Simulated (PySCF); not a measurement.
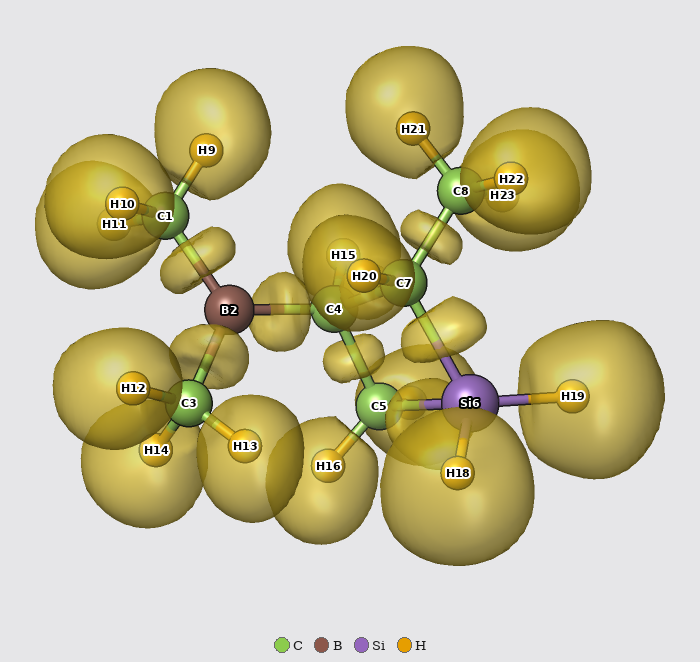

C$_{6}$H$_{15}$BSi. Isosurface of the electron localisation function at 0.8 (yellow), seen at a tilt. Only the valence region is drawn (cores and ρ < 0.01 e/Å³ removed).

Geometry: GFN2-xTB.

Computed with PBE0/pcSseg-1, SCF density, gas phase, non-relativistic in PySCF 2.14.0.

```xyz
23

C     2.1065   -0.7885    1.3032
B     1.3407   -0.1082    0.1007
C     1.9997    1.1063   -0.6640
C    -0.0907   -0.6259   -0.3014
C    -0.5765   -0.3824   -1.7557
Si   -1.8737    0.8851   -1.1789
C    -1.1117    0.2829    0.4739
C    -2.0137   -0.4887    1.4232
H     1.4637   -1.3744    1.9568
H     2.6599   -0.0815    1.9184
H     2.8473   -1.4784    0.8957
H     2.7285    1.6523   -0.0686
H     1.2668    1.8184   -1.0394
H     2.5347    0.7296   -1.5372
H    -0.2590   -1.6677   -0.0190
H     0.2064   -0.0170   -2.4156
H    -0.9801   -1.2850   -2.2120
H    -1.6402    2.2918   -1.5179
H    -3.2836    0.5494   -1.3932
H    -0.5994    1.0601    1.0471
H    -1.4320   -0.9566    2.2174
H    -2.7437    0.1753    1.8843
H    -2.5546   -1.2700    0.8925
```

What do the ELF domains correspond to?

The ELF exceeds this value in three regions between bonded B–C atoms (shared pairs), three regions between bonded C–C atoms (shared pairs), two regions between bonded C–Si atoms (shared pairs) and 15 regions around hydrogen nuclei. Along the contacts the grid gives the following. C–C (1.52 Å): the ELF peaks at about 0.95 between the atoms (a covalent bond). C–B (1.57 Å): the ELF peaks at about 1 between the atoms: localised, covalent bonding.
